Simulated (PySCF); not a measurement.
# PH3F+ (SMILES F[PH3+]) at r2SCAN/STO-3G

What is the vertical singlet–triplet gap of PH3F+ at r2SCAN/STO-3G? 

Program for the calculation: PySCF 2.14.0.

23 further runs of the same task are left out: 9 that didn't finish, 14 set aside as unsound or not needed.

### Step 1. Starting point

PH3F+: 5 atoms, total charge +1, spin state singlet. As SMILES, `F[PH3+]`. The shape is that of a GFN2-xTB optimisation.

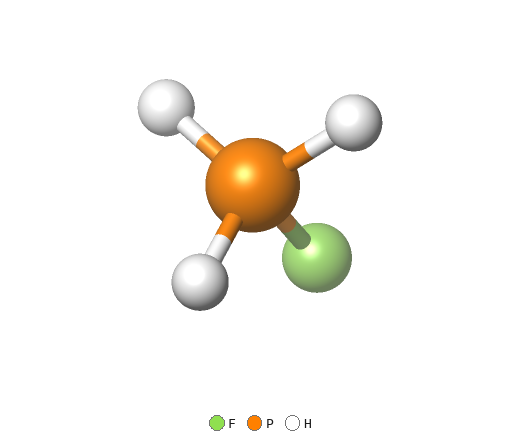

The structure, seen from a chosen angle (fluorine green, phosphorus orange, hydrogen white).

### Step 2. The energy at r2SCAN/STO-3G

Contents of calc.py:

```python
# F[PH3+]
from pyscf import gto, dft

mol = gto.Mole()
mol.atom = [
    ('F', (-1.365490, 0.250400, 0.341100)),
    ('P', (0.122590, -0.022380, -0.030680)),
    ('H', (0.038180, -0.428620, -1.349370)),
    ('H', (0.486130, -1.008290, 0.868130)),
    ('H', (0.718590, 1.208890, 0.170830)),
]
mol.spin = 0
mol.charge = 1
mol.basis = 'sto-3g'
mol.max_memory = 1860
mol.verbose = 3
mol.build()

ks = dft.RKS(mol, xc='r2scan')
ks.conv_tol = 1e-10
ks.grids.level = 5
ks.kernel()
if not ks.converged:
    ks = ks.newton().run(ks.mo_coeff, ks.mo_occ)

etot = ks.e_tot
print('Final energy', etot)
```

Command:

```bash
$ OMP_NUM_THREADS=1 python calc.py
```

The log of the run:

```text
converged SCF energy = -437.354180112865
Final energy -437.35418011286544
```

It took 3.6 s on 1 thread of Arm Neoverse V1, shared host; peak memory 0.19 GiB.

### Step 3. The triplet

Contents of input.xyz:

```xyz
5
FH3P
F     -1.365490     0.250400     0.341100
P      0.122590    -0.022380    -0.030680
H      0.038180    -0.428620    -1.349370
H      0.486130    -1.008290     0.868130
H      0.718590     1.208890     0.170830
```

Contents of input.py:

```python
from pyscf import gto, dft

mol = gto.M(
    atom='input.xyz',
    spin=2,
    basis='sto-3g',
    verbose=3,
    charge=1,
    max_memory=1860,
)

ks = dft.UKS(mol, xc='r2scan')
ks.conv_tol = 1e-10
ks.grids.level = 5
ks.kernel()
if not ks.converged:
    ks = ks.newton().run(ks.mo_coeff, ks.mo_occ)

e_tot = ks.e_tot
print('E = %.10f Eh' % e_tot)
```

Command:

```bash
$ OMP_NUM_THREADS=1 python input.py
```

The log of the run:

```text
WARN: HOMO 0.0880433565522645 >= LUMO -0.37727719984762

WARN: HOMO -0.208428492343181 >= LUMO -0.361034887149237

WARN: HOMO -0.204157726775784 >= LUMO -0.50959793002108

WARN: HOMO -0.185719960279623 >= LUMO -0.493970119937142

WARN: HOMO -0.196884819952272 >= LUMO -0.501485352416735

WARN: HOMO -0.196892677768124 >= LUMO -0.498317983844277

WARN: HOMO -0.197247492881426 >= LUMO -0.499448818396523

WARN: HOMO -0.197310683153822 >= LUMO -0.499145145061209

WARN: HOMO -0.197334895343421 >= LUMO -0.499177337755528

WARN: HOMO -0.197343084254583 >= LUMO -0.499197228212915

WARN: HOMO -0.197343087082761 >= LUMO -0.499200456267997

WARN: HOMO -0.197343217573946 >= LUMO -0.499201029741022

WARN: HOMO -0.197343338569976 >= LUMO -0.499200987775653

WARN: HOMO -0.197340785716804 >= LUMO -0.499191002898881

WARN: HOMO -0.197343406703807 >= LUMO -0.499180673564166

WARN: HOMO -0.197343726031325 >= LUMO -0.499190661123252

WARN: HOMO -0.197343101611681 >= LUMO -0.499183070183185

WARN: HOMO -0.197343042174176 >= LUMO -0.499200196302527

WARN: HOMO -0.197342567449638 >= LUMO -0.499196973561791

WARN: HOMO -0.197342538534985 >= LUMO -0.499200990557141

WARN: HOMO -0.197342211665364 >= LUMO -0.499198971199873

converged SCF energy = -437.038337061074  <S^2> = 2.0029649  2S+1 = 3.001976
E = -437.0383370611 Eh
```

Run time: 11 s. Hardware: 1 thread of Arm Neoverse V1, shared host; peak memory 0.21 GiB.

### Step 4. Outcome

Level: r2SCAN/STO-3G.

| quantity | value |
| --- | --- |
| singlet: total energy | -437.35418 Eh |
| singlet: HOMO energy | -12.84 eV |
| singlet: LUMO energy | -4.54 eV |
| singlet: HOMO–LUMO gap | 8.30 eV |
| triplet: total energy | -437.03834 Eh |
| triplet: HOMO energy (highest over α and β) | -5.37 eV |
| triplet: ⟨S²⟩ | 2.003 |
| vertical energy of the triplet above the singlet | 8.595 eV |

What this shows: At this shape the triplet lies 8.59 eV (829 kJ/mol) above the singlet. In a minimal basis such a difference can be off by several eV, whatever the method. Mulliken charges (singlet) run from -0.10 on F1 to +0.82 on P2.
